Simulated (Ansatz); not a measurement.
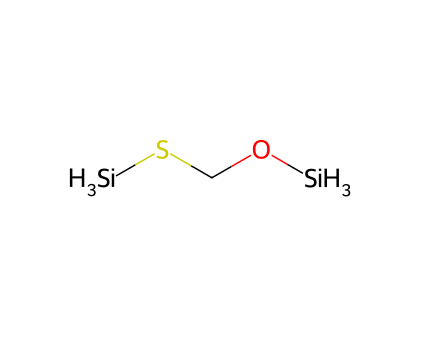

2D structure.

Question: Write the SMILES.

Answer: [SiH3]OCS[SiH3]

Question: What is the molecular formula?

Answer: CH8OSSi2.

Question: An optimisation with PBE0-D4/def2-TZVP gave a structure of which point group?

Answer: C1. Other conformers may differ.

More results for the same structure follow; atom numbers are the same in all pictures, views and colours differ. Computed geometry: PBE0-D4/def2-TZVP optimisation.

Geometry

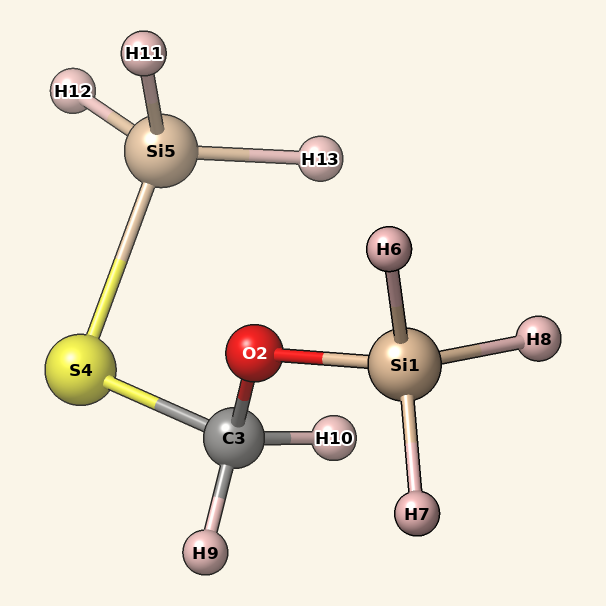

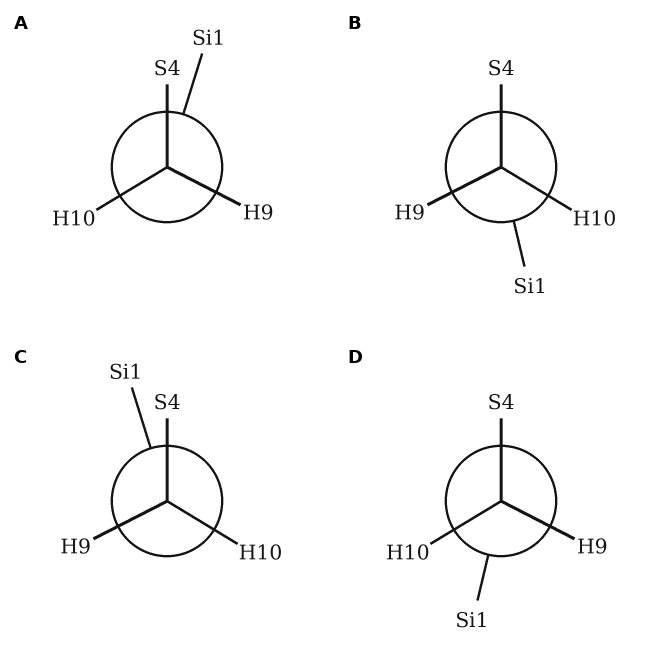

Atoms fade into the background with distance from the viewer. Bonds that would overlap in a projection are set slightly apart.

Question: Which Newman projection shows the view along C3–O2, with C3 in front?

Answer: D. The torsion angle S4–C3–O2–Si1 is −167°, antiperiplanar (anti).

Charges

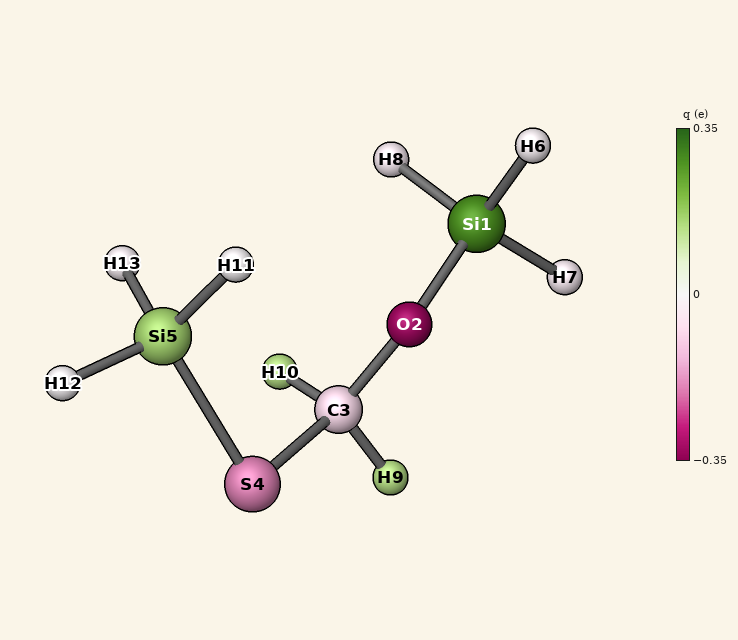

Atoms are coloured by their Mulliken charges. Method: RKS PBE0-D4/def2-TZVP (Ansatz 0.2.0).

Question: Which atom carries the highest charge (most positive or least negative)?

Answer: Si1 (0.28 e).

Question: And the lowest?

Answer: O2 (−0.33 e).

Give the Mulliken charges atom by atom.

| atom | value (e) |
| --- | --- |
| Si1 | 0.28 |
| O2 | −0.33 |
| C3 | −0.08 |
| S4 | −0.19 |
| Si5 | 0.16 |
| H6 | −0.02 |
| H7 | −0.03 |
| H8 | −0.03 |
| H9 | 0.14 |
| H10 | 0.14 |
| H11 | −0.01 |
| H12 | −0.01 |
| H13 | −0.02 |

Dipole moment

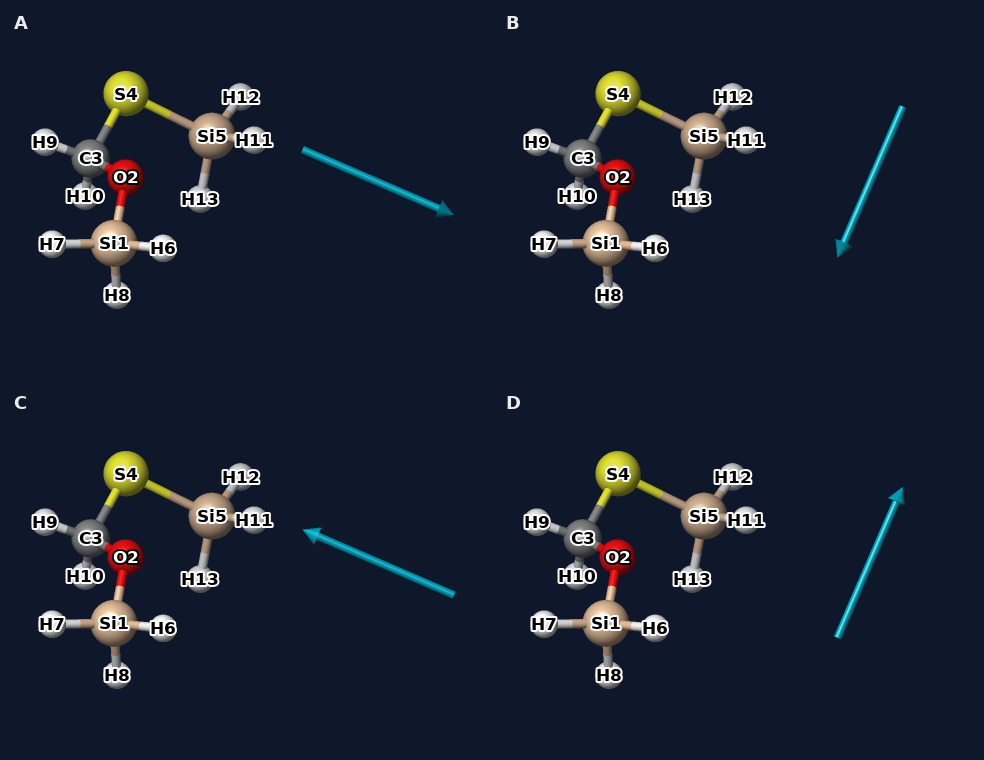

The same molecule four times, each with an arrow. Method: RKS B3LYP-D4/def2-TZVPP (Ansatz 0.2.0).

Question: Which arrow points along the dipole moment, from the negative to the positive end?

Answer: B. The dipole moment is 1.58 D; it points from the side of H12 to the side of H8 (the outermost atoms at the two ends).

Electronic properties

Method: RKS HSE06 (plane-wave form)-D4/def2-TZVPP (Ansatz 0.2.0).

Question: What is the HOMO energy (Kohn–Sham orbital)?

Answer: −6.78 eV.

Question: Give the HOMO–LUMO gap at this level.

Answer: 6.30 eV.

Question: Estimate the dispersion correction.

Answer: −25.9 kJ/mol.

Mulliken values depend strongly on the basis set and can even reverse the polarity of a bond.
